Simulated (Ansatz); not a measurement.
# SbP (model cell, started as zinc blende): phonons and vibrational spectra

Wanted: phonon frequencies of SbP (model cell, started as zinc blende) and what follows from them.

Calculated with Ansatz 0.2.0; DFT LDA, scalar-relativistic, plane waves, PAW.

The structure was built from a prototype and need not be the compound's stable phase.

### 1. Starting point

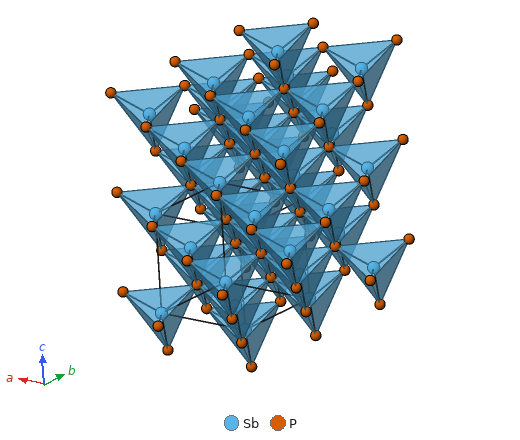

The starting structure, seen from a free direction (antimony blue, phosphorus orange). 1×2×2 cells are drawn. This picture shows the conventional cell, with its axes. Some periodic images of atoms are drawn too.

### 2. Bringing the structure to rest

The cell and atoms are relaxed, since residual forces and stress would shift the frequencies.

input.yaml

```yaml
crystal:
  lattice:
    - [0.0, 2.9849, 2.9849]
    - [2.9849, 0.0, 2.9849]
    - [2.9849, 2.9849, 0.0]
  atoms:
    - { symbol: Sb, position: [0.0, 0.0, 0.0] }
    - { symbol: P, position: [0.25, 0.25, 0.25] }
kpoints:
  mp_grid: { grid: [10, 10, 10] }
hamiltonian:
  xc: lda
scf:
  occupations: { method: gaussian, width: 0.1 }
output:
  forces: true
  stress: true
  eigenvalues: true
  write_density: true
  write_potential: true
  elf: true
  volumetric_format: npy
relax:
  adjacent_minimum: "off"
  f_tol: 0.005
  max_steps: 80
  cell: { stress_tol: 0.05 }
```

On the command line:

```console
$ ansatz run input.yaml --threads 4 --pin off --max-ram 7168MiB --backend cpu --events-out ev --progress --plain --runs-dir out
```

Numbers of over 12 decimals in the logs are rounded to 6 here.

What it wrote:

```text
Engine: ansatz 0.2.0, aarch64-unknown-linux-gnu
Pseudopotentials: kind: paw
Pseudopotential: Sb, paw, valence charge 15, recommended cutoff 420 eV (normal), Sb.paw.azcp
Pseudopotential: P, paw, valence charge 5, recommended cutoff 420 eV (normal), P.paw.azcp
Functional definition: SPW92
  exchange = slater_x
  correlation = pw_c
Crystal: 2 atoms, lattice volume = 53.189 Å³
Basis set: ecut = 420 eV, 1037 PW (Γ)
Bands: 14, of which v1, the nominal top of the filled ones, is band 10 counted from 1 (9 counted from 0)
Symmetry: 24 space group operations
Space group: F-43m (ITA 216), of the structure as read, at distance tolerance 3.8e-5 Å
k-points: 47 of 1000 (time reversal used)
Non-local potential: Sb, projectors of the file, l = 0: 2, l = 1: 2, l = 2: 2, l = 3: 2
Non-local potential: P, projectors of the file, l = 0: 2, l = 1: 2, l = 2: 2
PAW form: soft (Blöchl's): semilocal exchange-correlation on the pseudo side does not see the compensation charge
PAW frozen core: Sb, regenerated for the run's functional, and the local potential with it (the file was generated under x = pbe(κ = 0.804, μ = 0.219515), c = pbe(β = 0.066725))
PAW frozen core: P, regenerated for the run's functional, and the local potential with it (the file was generated under x = pbe(κ = 0.804, μ = 0.219515), c = pbe(β = 0.066725))
PAW one-centre angular grid: Sb, 590 points (default); XC on 64 Gauss nodes
PAW one-centre angular grid: P, 110 points (default); XC on 64 Gauss nodes
Initial density: superposition of atomic densities (neutral atoms: chi_scale 0, normalization atom), corrected by the library's trained network
Initial wavefunctions: pseudopotential atomic-orbital guess
Functional: x = slater, c = lda
SCF iter   1: F=—  HF=-7060.669374 eV  |F-HF|=—  |Δ(HF+E_count)|=         —  Δρ=6.20e-3  dr2=1.48e-2  ethr=1.77e-3  ⟨swp⟩=6.1  Hψ=4149  notcnv=0
preconditioner: auto → Kerker (q_TF=auto, 2.318 Å⁻¹)  [metal: Δε(μ)=0.051 eV  Ē_g=9.287 eV  σ=0.100 eV  W_gap=0.28  n_scr=14 (ndim 8)  ℏωp=16.1 eV  f_vac=0.002  D(μ)=2.07/eV (n_scr^D=14)]
SCF iter   2: F=—  HF=-7060.665233 eV  |F-HF|=—  |Δ(HF+E_count)|=   4.14e-3  Δρ=3.53e-3  dr2=4.82e-3  ethr=7.41e-5  ⟨swp⟩=1.6  Hψ=1081  notcnv=0
SCF iter   3: F=—  HF=-7060.663738 eV  |F-HF|=—  |Δ(HF+E_count)|=   1.49e-3  Δρ=4.97e-4  dr2=9.43e-5  ethr=2.41e-5  ⟨swp⟩=2.6  Hψ=1165  notcnv=0
SCF iter   4: F=—  HF=-7060.663720 eV  |F-HF|=—  |Δ(HF+E_count)|=   1.82e-5  Δρ=2.59e-4  dr2=2.26e-5  ethr=4.71e-7  ⟨swp⟩=2.0  Hψ=1143  notcnv=0
SCF iter   5: F=—  HF=-7060.663705 eV  |F-HF|=—  |Δ(HF+E_count)|=   1.54e-5  Δρ=5.86e-5  dr2=2.87e-6  ethr=1.13e-7  ⟨swp⟩=2.0  Hψ=1135  notcnv=0
SCF iter   6: F=—  HF=-7060.663704 eV  |F-HF|=—  |Δ(HF+E_count)|=   3.28e-7  Δρ=1.86e-5  dr2=3.64e-7  ethr=1.43e-8  ⟨swp⟩=2.9  Hψ=1140  notcnv=0
SCF iter   7: F=-7060.663704 eV  HF=-7060.663704 eV  |F-HF|=2.72e-8  |Δ(HF+E_count)|=   1.72e-8  Δρ=9.35e-6  dr2=4.12e-8  ethr=5.00e-10  ⟨swp⟩=11.4  Hψ=4950  notcnv=0
SCF 1 converged in 7 iterations: F = -7060.663704 eV  dr2 = 4.12e-8
  greatest PAW one-centre occupation: 0.998 electrons in one spin orbital (limit 2), on the Sb atom at site 0 (counted from 0), in its partial waves of l = 2
relax step   1: F+E_penalty+E_count = -7060.66370439 eV  Δ(F+E_penalty+E_count) = +0.000e0 eV  max|allowed force component| = 1.517e-15 eV/Å  Δτ_max = 0.0000 Å  P = +5.468 GPa  Ω = 53.189 Å³  (7 SCF iters, dr2 threshold 1.00e-7 eV, accepted)
Crystal: 2 atoms, lattice volume = 59.289 Å³
Basis set: ecut = 420 eV, 1139 PW (Γ)
Initial density: handed on by an earlier stage of this run
Initial wavefunctions: those handed on with the density
iter 1 solved again at ethr=5.62e-5 eV; its pass at ethr=3.10e-3 eV (dr2=1.12e-2 eV) is discarded
SCF iter   1: F=—  HF=-7060.750211 eV  |F-HF|=—  |Δ(HF+E_count)|=         —  Δρ=3.25e-3  dr2=1.18e-2  ethr=5.62e-5  ⟨swp⟩=2.0  Hψ=5169  notcnv=0
preconditioner: auto → Kerker (q_TF=auto, 2.276 Å⁻¹)  [metal: Δε(μ)=0.038 eV  Ē_g=8.792 eV  σ=0.100 eV  W_gap=0.21  n_scr=14 (ndim 8)  ℏωp=15.3 eV  f_vac=0.007  D(μ)=2.23/eV (n_scr^D=14)]
SCF iter   2: F=—  HF=-7060.747597 eV  |F-HF|=—  |Δ(HF+E_count)|=   2.61e-3  Δρ=1.64e-3  dr2=2.51e-3  ethr=5.62e-5  ⟨swp⟩=1.2  Hψ=673  notcnv=0
SCF iter   3: F=—  HF=-7060.747066 eV  |F-HF|=—  |Δ(HF+E_count)|=   5.31e-4  Δρ=5.18e-4  dr2=2.86e-4  ethr=1.25e-5  ⟨swp⟩=2.0  Hψ=796  notcnv=0
SCF iter   4: F=—  HF=-7060.746988 eV  |F-HF|=—  |Δ(HF+E_count)|=   7.79e-5  Δρ=1.35e-4  dr2=2.19e-5  ethr=1.43e-6  ⟨swp⟩=2.2  Hψ=847  notcnv=0
SCF iter   5: F=—  HF=-7060.746989 eV  |F-HF|=—  |Δ(HF+E_count)|=   8.07e-7  Δρ=5.19e-5  dr2=2.68e-6  ethr=1.10e-7  ⟨swp⟩=2.0  Hψ=905  notcnv=0
SCF iter   6: F=-7060.746989 eV  HF=-7060.746989 eV  |F-HF|=2.95e-8  |Δ(HF+E_count)|=   1.02e-7  Δρ=6.08e-6  dr2=2.86e-8  ethr=1.00e-9  ⟨swp⟩=10.5  Hψ=5441  notcnv=0
SCF 2 converged in 6 iterations: F = -7060.746989 eV  dr2 = 2.86e-8
relax step   2: F+E_penalty+E_count = -7060.74698878 eV  Δ(F+E_penalty+E_count) = -8.328e-2 eV  max|allowed force component| = 1.240e-15 eV/Å  Δτ_max = 0.0000 Å  P = -0.506 GPa  Ω = 59.289 Å³  energy of the carried Pulay correction = -1.538e-3 eV  (6 SCF iters, dr2 threshold 2.00e-7 eV, accepted)
Crystal: 2 atoms, lattice volume = 58.719 Å³
iter 1 solved again at ethr=5.39e-7 eV; its pass at ethr=3.10e-3 eV (dr2=1.08e-4 eV) is discarded
SCF iter   1: F=—  HF=-7060.748162 eV  |F-HF|=—  |Δ(HF+E_count)|=         —  Δρ=2.70e-4  dr2=8.27e-5  ethr=5.39e-7  ⟨swp⟩=3.1  Hψ=4742  notcnv=0
preconditioner: auto → Kerker (q_TF=auto, 2.280 Å⁻¹)  [metal: Δε(μ)=0.043 eV  Ē_g=8.850 eV  σ=0.100 eV  W_gap=0.24  n_scr=14 (ndim 8)  ℏωp=15.3 eV  f_vac=0.006  D(μ)=2.14/eV (n_scr^D=14)]
SCF iter   2: F=—  HF=-7060.748144 eV  |F-HF|=—  |Δ(HF+E_count)|=   1.82e-5  Δρ=1.31e-4  dr2=1.64e-5  ethr=4.14e-7  ⟨swp⟩=1.2  Hψ=704  notcnv=0
SCF iter   3: F=—  HF=-7060.748140 eV  |F-HF|=—  |Δ(HF+E_count)|=   3.93e-6  Δρ=4.38e-5  dr2=2.17e-6  ethr=8.18e-8  ⟨swp⟩=1.7  Hψ=745  notcnv=0
SCF iter   4: F=-7060.748139 eV  HF=-7060.748139 eV  |F-HF|=8.90e-9  |Δ(HF+E_count)|=   7.24e-7  Δρ=1.08e-5  dr2=1.23e-7  ethr=1.00e-9  ⟨swp⟩=10.6  Hψ=5343  notcnv=0
SCF 3 converged in 4 iterations: F = -7060.748139 eV  dr2 = 1.23e-7
relax step   3: F+E_penalty+E_count = -7060.74813947 eV  Δ(F+E_penalty+E_count) = -1.151e-3 eV  max|allowed force component| = 1.240e-15 eV/Å  Δτ_max = 0.0000 Å  P = -0.062 GPa  Ω = 58.719 Å³  energy of the carried Pulay correction = -1.402e-3 eV  (4 SCF iters, dr2 threshold 2.00e-7 eV, accepted)
[...]
relax step   4: F+E_penalty+E_count = -7060.74817222 eV  Δ(F+E_penalty+E_count) = -3.274e-5 eV  max|allowed force component| = 1.092e-15 eV/Å  Δτ_max = 0.0000 Å  P = -0.002 GPa  Ω = 58.644 Å³  energy of the carried Pulay correction = -1.384e-3 eV  (4 SCF iters, dr2 threshold 9.48e-9 eV, accepted)
Initial wavefunctions: pseudopotential atomic-orbital guess (no wavefunctions were taken with the density)
iter 1 solved again at ethr=2.30e-7 eV; its pass at ethr=3.10e-3 eV (dr2=4.60e-5 eV) is discarded
SCF iter   1: F=—  HF=-7060.749790 eV  |F-HF|=—  |Δ(HF+E_count)|=         —  Δρ=1.01e-4  dr2=7.04e-7  ethr=2.30e-7  ⟨swp⟩=4.3  Hψ=6214  notcnv=0
preconditioner: auto → Kerker (q_TF=auto, 2.280 Å⁻¹)  [metal: Δε(μ)=0.041 eV  Ē_g=8.854 eV  σ=0.100 eV  W_gap=0.23  n_scr=14 (ndim 8)  ℏωp=15.3 eV  f_vac=0.006  D(μ)=2.16/eV (n_scr^D=14)]
SCF iter   2: F=—  HF=-7060.749791 eV  |F-HF|=—  |Δ(HF+E_count)|=   1.35e-6  Δρ=5.25e-5  dr2=1.80e-7  ethr=3.52e-9  ⟨swp⟩=2.1  Hψ=957  notcnv=0
SCF iter   3: F=—  HF=-7060.749792 eV  |F-HF|=—  |Δ(HF+E_count)|=   3.43e-7  Δρ=3.00e-6  dr2=1.23e-9  ethr=8.99e-10  ⟨swp⟩=2.3  Hψ=916  notcnv=0
SCF iter   4: F=—  HF=-7060.749792 eV  |F-HF|=—  |Δ(HF+E_count)|=  7.64e-10  Δρ=5.92e-7  dr2=2.49e-10  ethr=6.16e-12  ⟨swp⟩=2.0  Hψ=1160  notcnv=0
SCF iter   5: F=—  HF=-7060.749792 eV  |F-HF|=—  |Δ(HF+E_count)|=  1.27e-11  Δρ=1.51e-7  dr2=3.00e-11  ethr=1.25e-12  ⟨swp⟩=2.7  Hψ=1142  notcnv=0
SCF iter   6: F=-7060.749792 eV  HF=-7060.749792 eV  |F-HF|=1.82e-12  |Δ(HF+E_count)|=  5.46e-12  Δρ=6.20e-8  dr2=3.50e-12  ethr=1.00e-12  ⟨swp⟩=7.4  Hψ=3426  notcnv=0
SCF 5 converged in 6 iterations: F = -7060.749792 eV  dr2 = 3.50e-12
relax step   5: F+E_penalty+E_count = -7060.74979165 eV  Δ(F+E_penalty+E_count) = -1.619e-3 eV  max|allowed force component| = 1.092e-15 eV/Å  Δτ_max = 0.0000 Å  P = +0.016 GPa  Ω = 58.644 Å³  stress off target by 1.60e-2 GPa  SCF on the basis re-selected at this cell (its energy is not comparable with the rows above)  (6 SCF iters)
basis re-selected at this cell: Δ(F+E_penalty+E_count) = -1.619e-3 eV, ΔP = +0.018 GPa vs the last step (what re-selecting the basis moved, of the pressure what is left beyond the Pulay correction that the steps carried, after the strain that the cell walked since its last selection, with what the two solves' SCF thresholds leave and, on support functions, any second-order correction that the steps lacked; it is no m [...]
SCF converged after 6 iterations
Free energy (F): -7060.749792 eV
Harris-Foulkes:  -7060.749792 eV  (|F-HF|=1.82e-12)
Internal energy: -7060.739008 eV  (E = F + TS)
E sigma→0 (E₀):  -7060.744400 eV
Entropy (-TS):   -0.010783 eV (-5.392 meV/atom)
Fermi energy:    6.603897 eV
--- Per-component energies (eV) ---
  E_band       = -216.053028
  E_kinetic    = 276.442055
  E_local      = -1959.178566  (includes V_loc(G=0)·N_el)
  E_nonlocal   = 401.580621
  E_hartree    = 861.722635
  E_xc         = -197.664792
  E_vxc        = -156.353275  (∫ρ·V_xc dr)
  E_paw        = -4965.776001  (= ΣΔE_a)
  E_vpaw       = -501.989116  (= ΣTr[D̂ρ^β])
  E_aug_tail   = 0.000001  (compensation charges beyond the density's cutoff)
  E_ewald      = -1478.541137
  E_core_change = 0.676175  (= ΣΔE_core)
  E_smearing   = -0.010783  (= −TS)
  E_closure    = 0.000000  (closes the sum)
  Σ components = -7060.749792   (vs F -7060.749792, Δ=0.00e0)
--- Forces (eV/Å), atoms counted from 1 ---
  atom   1  Sb    -0.00000000     0.00000000     0.00000000
  atom   2  P      0.00000000    -0.00000000    -0.00000000
  max |Σ_I F_I| component: 8.51e-16 eV/Å
--- Stress (GPa, compression-positive) ---
        0.015993      -0.000000      -0.000000
       -0.000000       0.015993       0.000000
       -0.000000       0.000000       0.015993
  P = ⅓ Tr σ = 0.0160 GPa (0.160 kbar)
--- Band table (eV; the first three rows and the last of 47) ---
  k-point 0: bands = [... 6 lower, 2.1267, 4.4718, 4.4718, 4.4718, 7.2578, 7.2578, 7.2578, 11.4210]
  k-point 1: bands = [... 6 lower, 1.5555, 4.3446, 4.3446, 4.6741, 7.4442, 7.4442, 7.4563, 11.8612]
  k-point 2: bands = [... 6 lower, 0.4379, 4.0706, 4.0706, 4.7286, 7.8439, 7.8439, 8.2140, 12.6998]
  k-point 46: bands = [... 6 lower, -3.1810, 2.0563, 2.1046, 7.3824, 7.6621, 9.4412, 10.1686, 12.9127]
--- Relaxed structure (4 steps of the walk, 4 accepted, 1 SCFs on fresh bases) ---
  F+E_penalty+E_count = -7060.74979165 eV   max|allowed force component| = 1.092e-15 eV/Å   (the final SCF, on the basis selected at the relaxed cell)
  cell:  # Å, volume = 58.6444 Å³
    - [0, 3.083654, 3.083654]
    - [3.083654, 0, 3.083654]
    - [3.083654, 3.083654, 0]
  atoms:
    - { symbol: Sb, position: [0, 0, 0] }
    - { symbol: P, position: [0.25, 0.25, 0.25] }
```

It took 4.6 s on 4 threads of Arm Neoverse V2, shared host; peak memory 0.38 GiB.

Step by step:

```
step  energy less that of the first step (eV)  largest force component (eV/Å)  pressure (GPa)  volume (Å³)
   1                                   0.0000                          0.0000            5.47        53.19
   2                                  -0.0833                          0.0000           -0.51        59.29
   3                                  -0.0844                          0.0000           -0.06        58.72
   4                                  -0.0845                          0.0000            0.00        58.64
  5*                                  -0.0861                          0.0000            0.02        58.64
```

Relaxation steps marked * repeat the geometry before them on a plane-wave basis chosen anew for their cell, so energy and pressure can jump there.

The run keeps the 24 symmetry operations that it works with, so distortions that break them were not tested.

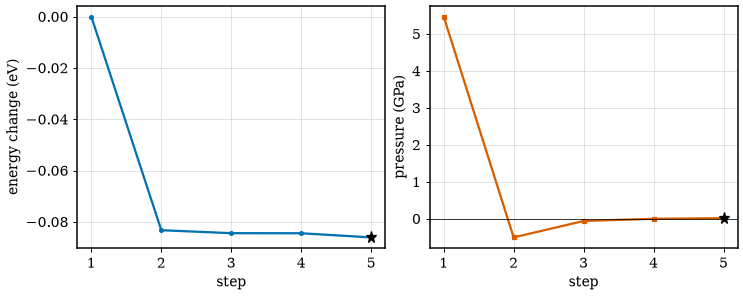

Energy and pressure along the relaxation. Stars mark steps on a basis chosen anew.

```
conventional cell, symmetrised  before  after   change
                         a (Å)   5.970  6.167   +3.3 %
                         b (Å)   5.970  6.167   +3.3 %
                         c (Å)   5.970  6.167   +3.3 %
              volume (Å³/atom)   26.59  29.32  +10.3 %
```

The relaxed structure:

```
Sb P
1.0
     0.00000    3.08365    3.08365
     3.08365    0.00000    3.08365
     3.08365    3.08365    0.00000
Sb P
1 1
Direct
  0.00000 0.00000 0.00000
  0.25000 0.25000 0.25000
```

Numbers from this step:

| Item | Value |
| --- | --- |
| pressure | 0.01599 GPa |
| volume per atom | 29.32 Å³ |
| gap on the k-mesh | 0 eV |

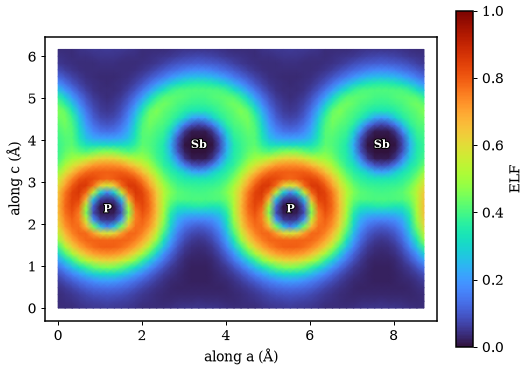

ELF in the ac plane of a cell with a along [110], b along [-110] and c along [001] of the cube at fractional y = 0.000, with atoms of Sb and P within 0.2 Å of it. It is the smooth field of the valence electrons, not physical close to the nuclei. The map starts off the cell's origin, so that atoms lie inside it.

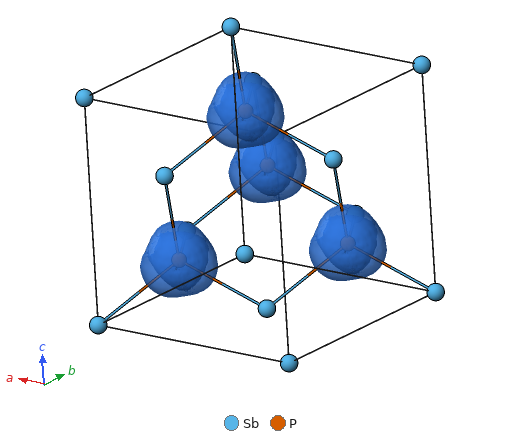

Surface of ELF = 0.78. Bonds to atoms that aren't drawn are left out.

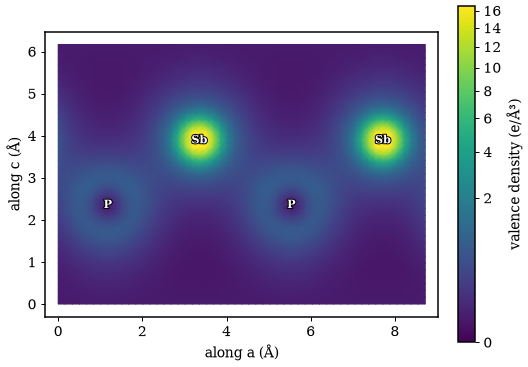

Valence density in the ac plane of a cell with a along [110], b along [-110] and c along [001] of the cube at fractional y = 0.000, with atoms of Sb and P within 0.2 Å of it. It is the smooth field of the valence electrons, not physical close to the nuclei. The map starts off the cell's origin, so that atoms lie inside it. The colour scale is stretched toward low values.

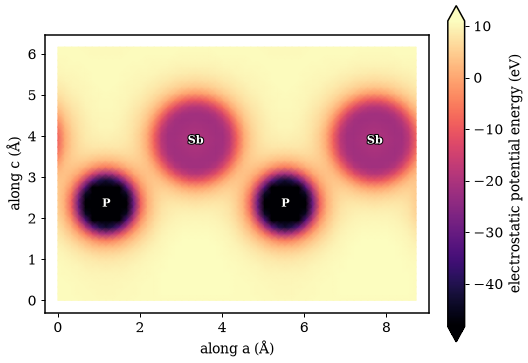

Electrostatic potential energy in the ac plane of a cell with a along [110], b along [-110] and c along [001] of the cube at fractional y = 0.000, with atoms of Sb and P within 0.2 Å of it. With pseudopotentials it is smooth inside the atoms' cores, unlike the true potential. The map starts off the cell's origin, so that atoms lie inside it.

In this step the volume went from 26.59 to 29.32 Å³/atom.

### 3. Bringing the structure to rest

The relaxation is repeated from its end on the same settings, as a check that it has come to rest.

Changes to input.yaml since step 2:

```diff
@@ -2,5 +2,5 @@
   lattice:
-    - [0.0, 2.9849, 2.9849]
-    - [2.9849, 0.0, 2.9849]
-    - [2.9849, 2.9849, 0.0]
+    - [0.0, 3.0836538304, 3.0836538304]
+    - [3.0836538304, 0.0, 3.0836538304]
+    - [3.0836538304, 3.0836538304, 0.0]
   atoms:
```

What it wrote:

```text
[...]
Crystal: 2 atoms, lattice volume = 58.644 Å³
Basis set: ecut = 420 eV, 1139 PW (Γ)
Bands: 14, of which v1, the nominal top of the filled ones, is band 10 counted from 1 (9 counted from 0)
Symmetry: 24 space group operations
[...]
k-points: 47 of 1000 (time reversal used)
[...]
k-point 46: bands = [... 6 lower, -3.1810, 2.0563, 2.1046, 7.3824, 7.6621, 9.4412, 10.1686, 12.9127]
--- Relaxed structure (1 steps of the walk, 1 accepted, 1 SCFs on fresh bases) ---
[...]
cell:  # Å, volume = 58.6444 Å³
    - [0.0, 3.0836538304, 3.0836538304]
    - [3.0836538304, 0.0, 3.0836538304]
    - [3.0836538304, 3.0836538304, 0.0]
  atoms:
    - { symbol: Sb, position: [0.0, 0.0, 0.0] }
    - { symbol: P, position: [0.250000, 0.250000, 0.250000] }
[key lines of the parts left out:]
SCF converged after 5 iterations
Free energy (F): -7060.749792 eV
Fermi energy:    6.603897 eV
P = ⅓ Tr σ = 0.0160 GPa (0.160 kbar)
```

Run time: 2.1 s. Hardware: 4 threads; peak memory 0.38 GiB; 7.6 s of CPU time.

Little changed from the start: no atom moved by 0.005 Å and no cell edge by 0.1 %.

In this step the volume went from 29.32 to 29.32 Å³/atom.

### 4. Tight relaxation

Phonons need a cell at rest on their own settings, so the relaxation is repeated with tight tolerances on forces and stress on the k mesh and occupations of the first response run.

input.yaml, the sections that differ from step 3:

```yaml
kpoints:
  mp_grid: { grid: [12, 12, 12] }
scf:
  occupations: { method: methfessel_paxton, width: 0.15 }
output:
  forces: true
  stress: true
  eigenvalues: true
relax:
  adjacent_minimum: "off"
  f_tol: 0.001
  max_steps: 60
  cell: { stress_tol: 0.01 }
# crystal, hamiltonian: as in step 3
```

What it wrote:

```text
[...]
Crystal: 2 atoms, lattice volume = 58.644 Å³
Basis set: ecut = 420 eV, 1139 PW (Γ)
Bands: 14, of which v1, the nominal top of the filled ones, is band 10 counted from 1 (9 counted from 0)
Symmetry: 24 space group operations
[...]
k-points: 72 of 1728 (time reversal used)
[...]
k-point 71: bands = [... 6 lower, -3.1399, 2.0455, 2.0961, 7.6430, 8.2454, 8.9251, 9.9897, 12.9806]
--- Relaxed structure (3 steps of the walk, 3 accepted, 1 SCFs on fresh bases) ---
[...]
cell:  # Å, volume = 58.3667 Å³
    - [0, 3.078778, 3.078778]
    - [3.078778, 0, 3.078778]
    - [3.078778, 3.078778, 0]
  atoms:
    - { symbol: Sb, position: [0, 0, 0] }
    - { symbol: P, position: [0.25, 0.25, 0.25] }
[key lines of the parts left out:]
SCF converged after 7 iterations
Free energy (F): -7060.766145 eV
Fermi energy:    6.745614 eV
P = ⅓ Tr σ = -0.0009 GPa (-0.009 kbar)
```

Elapsed: 5.4 s, on 4 threads; peak memory 0.41 GiB.

Step by step:

```
step  energy less that of the first step (eV)  largest force component (eV/Å)  pressure (GPa)  volume (Å³)
   1                                   0.0000                          0.0000           -0.22        58.64
   2                                  -0.0003                          0.0000            0.07        58.28
   3                                  -0.0003                          0.0000            0.00        58.37
  4*                                  -0.0002                          0.0000            0.00        58.37
```

Relaxation steps marked * repeat the geometry before them on a plane-wave basis chosen anew for their cell, so energy and pressure can jump there.

Forces are held to the 24 operations that the run works with; a distortion that breaks them can't arise in this run.

```
conventional cell, symmetrised  before  after  change
                         a (Å)   6.167  6.158  -0.2 %
                         b (Å)   6.167  6.158  -0.2 %
                         c (Å)   6.167  6.158  -0.2 %
              volume (Å³/atom)   29.32  29.18  -0.5 %
```

Final coordinates:

```xyz
2
Lattice="0.0000 3.0788 3.0788 3.0788 0.0000 3.0788 3.0788 3.0788 0.0000" Properties=species:S:1:pos:R:3 pbc="T T T"
Sb    0.0000    0.0000    0.0000
P     1.5394    1.5394    1.5394
```

Numbers from this step:

| Item | Value |
| --- | --- |
| pressure | -8.54e-4 GPa |
| volume per atom | 29.18 Å³ |

The forces vanish by symmetry and the pressure is -0.001 GPa, within the tolerances set. The cell now holds 29.18 Å³/atom.

[end of part 1 of 2]

[Logs are printed without paths, hosts, clocks, repeated set-up lines and the standing remarks that a program may print on its own settings, such as how far it seeks lower states.]

[Hosts, paths, dates, database ids (printed as entryN), source tags and the programs' standing remarks are cut or masked in the printed files.]
